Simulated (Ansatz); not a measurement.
```yaml
atoms:
  - { symbol: F, position_ang: [0.2180, -1.0720, -2.2303] }
  - { symbol: Al, position_ang: [0.8033, -0.1089, -1.0196] }
  - { symbol: Al, position_ang: [-0.7035, 0.1966, 1.0785] }
  - { symbol: F, position_ang: [-2.1447, -0.6151, 1.0923] }
  - { symbol: H, position_ang: [2.2343, 0.5232, -1.2868] }
  - { symbol: H, position_ang: [-0.4075, 1.0762, 2.3659] }
```

Geometry: PBE0-D4/def2-TZVP.

All numbers below come from RKS PBE0-D4/def2-TZVPP in Ansatz 0.2.0.

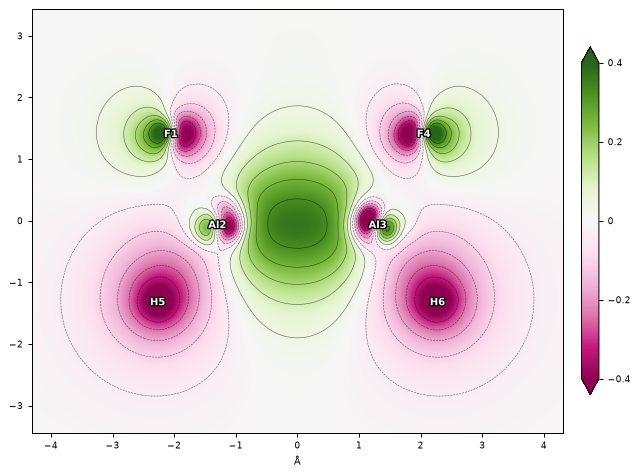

Al₂F₂H₂ (SMILES [F][AlH][AlH][F]). The HOMO on the molecular plane (values in Å⁻³ᐟ²; the overall sign is arbitrary).

**Where does this orbital lie, and at what energy?**

It lies mainly on Al2 (about 30 %), Al3 (about 30 %), H5 (about 15 %) and H6 (about 15 %); it is symmetric in the molecular plane (an in-plane orbital: σ, lone-pair or in-plane π type). Its energy is −7.47 eV.
